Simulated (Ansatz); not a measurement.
| atom | x (Å) | y (Å) | z (Å) |
| --- | --- | --- | --- |
| Al | -0.0871 | 0.2556 | 1.1315 |
| F | 0.8931 | 1.6058 | 1.2596 |
| F | -1.4398 | 0.7080 | -0.1278 |
| N | 0.3326 | -0.8729 | -0.3210 |
| Si | -0.8564 | -0.4447 | -1.4335 |
| H | 1.0733 | -1.5534 | -0.4656 |
| H | -0.7139 | -0.3284 | 2.4472 |

Geometry: B3LYP-D3(BJ)/def2-SVP.

These are results of Ansatz, isolated molecule in a Gaussian basis; Kohn-Sham density functional theory, functional PBE0, not measurements.

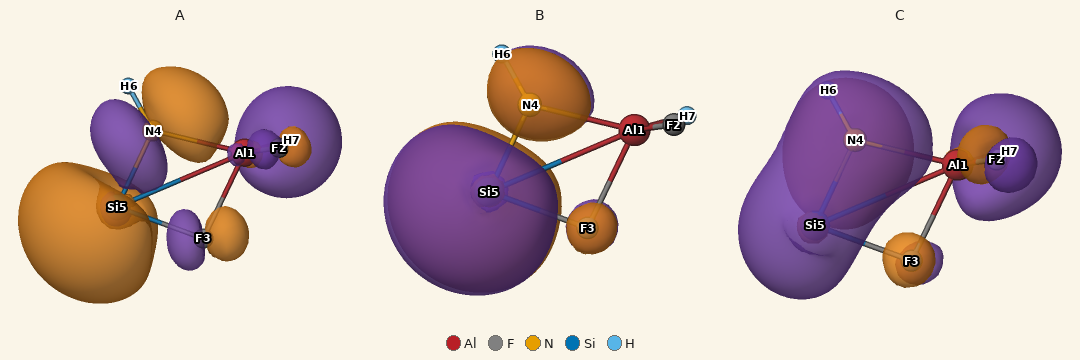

AlF₂H₂NSi. Three frontier orbitals at ±0.08 Å⁻³ᐟ² (orange and purple are the two phases), in no order.

Order the three orbitals by energy and name them.

Answer. C is the HOMO−1 (−8.87 eV). By Hirshfeld shares it lies mainly on N4 (about 50 %), Si5 (about 25 %), Al1 (about 10 %) and H7 (about 10 %). A is the HOMO (−8.11 eV). Its weight (Hirshfeld) is mainly on Si5 (about 55 %), N4 (about 20 %), H7 (about 10 %) and Al1 (about 10 %). B is the LUMO (−2.19 eV). Its weight (Hirshfeld) is mainly on Si5 (about 80 %) and N4 (about 15 %).

What is the HOMO–LUMO gap?

Answer. 5.92 eV between the orbital energies.
